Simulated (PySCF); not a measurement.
C$_{2}$H$_{2}$F$_{2}$S$_{2}$, SMILES `FCF.S=C=S`.

Computed with PySCF, PBE/6-311+G**, geometry: GFN2-xTB. GFN2-xTB bond lengths at metals and heavier atoms can be off by up to 0.1 Å and shapes distorted, which carries into these values.

The calculation's input:

```python
import numpy as np
from pyscf import gto, scf, dft
from pyscf.scf import atom_ks, atom_hf
from scipy.linalg import block_diag
from pyscf.dispersion import dftd3

def solve(mol, dm0=None, hcore=None):
    mf = (dft.UKS if mol.spin else dft.RKS)(mol, xc='pbe')
    mf.grids.level = 3
    mf = mf.density_fit(auxbasis='def2-universal-jkfit')
    mf.conv_tol, mf.max_cycle = 1e-8, 80
    if hcore is not None:
        mf.get_hcore = lambda *args: hcore
    mf.kernel(dm0)
    if not mf.converged:
        mf = mf.newton().run(mf.mo_coeff, mf.mo_occ, max_cycle=30)
    assert mf.converged, 'SCF not converged'
    return mf

mol = gto.M(atom='''
F     -3.49966    -0.29543     0.06866
C     -2.25317     0.19082    -0.04985
F     -1.39705    -0.84734    -0.04125
H     -2.16426     0.71407    -1.01171
H     -2.03741     0.83420     0.81408
S      2.20151    -1.23866     0.00831
C      1.62373     0.19624     0.00680
S      1.05153     1.63955     0.00477
''', basis='6-311+g**', charge=0, spin=0, verbose=4)
mol_a = gto.M(atom='''
F     -3.49966    -0.29543     0.06866
C     -2.25317     0.19082    -0.04985
F     -1.39705    -0.84734    -0.04125
H     -2.16426     0.71407    -1.01171
H     -2.03741     0.83420     0.81408
ghost-S      2.20151    -1.23866     0.00831
ghost-C      1.62373     0.19624     0.00680
ghost-S      1.05153     1.63955     0.00477
''', basis='6-311+g**', charge=0, spin=0, verbose=4)
mol_b = gto.M(atom='''
ghost-F     -3.49966    -0.29543     0.06866
ghost-C     -2.25317     0.19082    -0.04985
ghost-F     -1.39705    -0.84734    -0.04125
ghost-H     -2.16426     0.71407    -1.01171
ghost-H     -2.03741     0.83420     0.81408
S      2.20151    -1.23866     0.00831
C      1.62373     0.19624     0.00680
S      1.05153     1.63955     0.00477
''', basis='6-311+g**', charge=0, spin=0, verbose=4)
ab, a, b = solve(mol), solve(mol_a), solve(mol_b)
e_int = ab.e_tot - a.e_tot - b.e_tot
print('counterpoise-corrected interaction energy / kcal/mol', e_int * 627.5095)
def disp(atoms, charge):
    m = gto.M(atom=atoms, charge=charge, basis='sto-3g', spin=None, unit='Bohr', verbose=0)
    return dftd3.DFTD3Dispersion(m, xc='pbe', version='d3bj').get_dispersion()['energy']
e_disp = disp(mol._atom, mol.charge) - disp(mol._atom[:5], mol_a.charge) - disp(mol._atom[5:], mol_b.charge)
print('D3(BJ) part / kcal/mol', e_disp * 627.5095)
# spherically averaged free atoms, for the promolecule
atm = atom_ks.get_atm_nrks(mol, xc='pbe')
pro = block_diag(*[(atm[a[0]][2] * atm[a[0]][3]) @ atm[a[0]][2].T for a in mol._atom])
np.savez('result.npz', e_int=e_int, e_disp=e_disp, dm_a=a.make_rdm1(), dm_b=b.make_rdm1(), c=ab.mo_coeff, occ=ab.mo_occ, eps=ab.mo_energy, pro=pro, d=[f.dip_moment(verbose=0) for f in (ab, a, b)])
```

Run with:

```sh
OMP_NUM_THREADS=1 python input.py
```

The run took 75 s on 1 thread of AMD EPYC 7R43 64-Core Processor (Zen 3), with other jobs on the host, peak memory 0.57 GiB.

Partitions, critical points and surface values were worked out afterwards from this run's density.

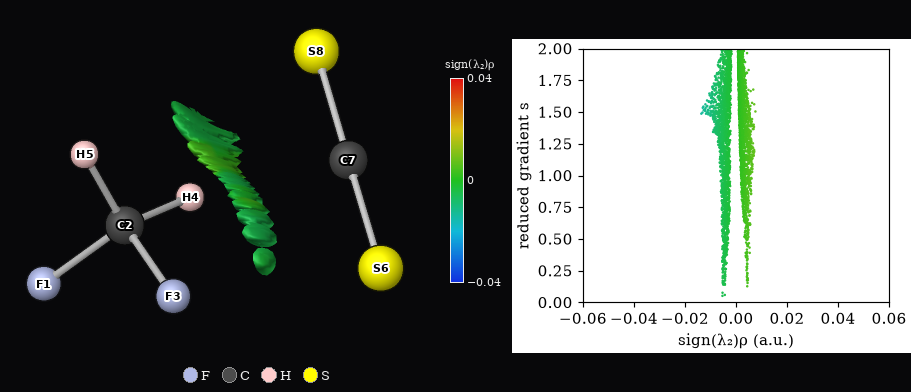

Non-covalent interaction surfaces between the fragments (reduced density gradient s = 0.4, coloured by sign(λ₂)ρ in a.u.; trimmed to the region between the fragments where ρ is under 0.06 a.u.). Fragment A: H2CF2 (atoms 1–5); fragment B: CS2. The plot gives s against sign(λ₂)ρ for grid points between the fragments.

**Interpret the surfaces between the fragments.**

Bond critical points between the fragments: F3···C7, 3.20 Å, ρ = 0.005 a.u., a bond path close to vanishing (ellipticity 2.9); C2···S8, 3.61 Å, ρ = 0.004 a.u., a bond path close to vanishing (ellipticity 1.8). All are weak and appear green (van der Waals range). Several contacts close a ring, whose ring point adds a part with positive λ₂ between them. The pose is a local one from a semi-empirical search, not shown to be the most stable.

**How strongly are they bound?**

The counterpoise-corrected interaction energy of the frozen fragments is 0.0 kcal/mol without dispersion correction and −1.1 kcal/mol with D3(BJ). The pair geometry is semi-empirical, not a minimum at this level.
